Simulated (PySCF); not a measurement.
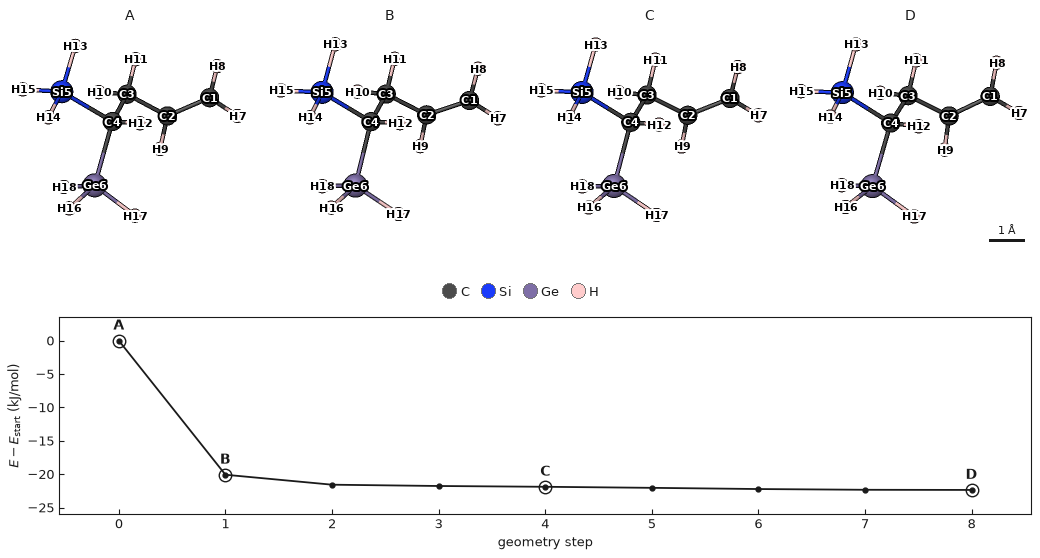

Frames of a relaxation of C₄H₁₂GeSi, marked on the history of the run. A ball-and-stick model, seen from a free direction.

The start comes from GFN2-xTB. Its atoms were then displaced at random by about 0.01 Å.

These are results of PBE0-D3(BJ)/def2-SVP geometry optimisation, gas phase in PySCF 2.14.0, density-fitted response routines, not measurements. 

Question: Describe the path.

Answer: The largest moves after the best rigid fit, 0.13 Å, are those of H9 and H16. Largest moves by element: H 0.13 Å, C 0.07 Å, Ge 0.07 Å, Si 0.03 Å. Among the contacts that change: Si5–H13 1.447 → 1.498 Å, C3–C4 1.491 → 1.541 Å, C4–Si5 1.938 → 1.888 Å, Ge6–H16 1.495 → 1.541 Å. Among the angles between lasting bonds that change: C4–Ge6–H16 113.1° → 109.8°, C2–C3–C4 110.8° → 114.1°, H16–Ge6–H17 106.0° → 108.6°. After 8 geometry steps the energy has fallen by 22.4 kJ/mol. Cost: 3.8 min on 1 thread of Arm Neoverse N1 (shared host). From step 0 to 1: H9 moves most (0.21 Å), energy −20.1 kJ/mol. From step 1 to 4: H7 moves most (0.12 Å), energy −1.81 kJ/mol. From step 4 to 8: H9 moves most (0.21 Å), energy −0.47 kJ/mol.

| step | E − E(0), kJ/mol |
| --- | --- |
| 0 | 0.00 |
| 1 | -20.08 |
| 2 | -21.58 |
| 3 | -21.77 |
| 4 | -21.89 |
| 5 | -22.05 |
| 6 | -22.23 |
| 7 | -22.34 |
| 8 | -22.36 |
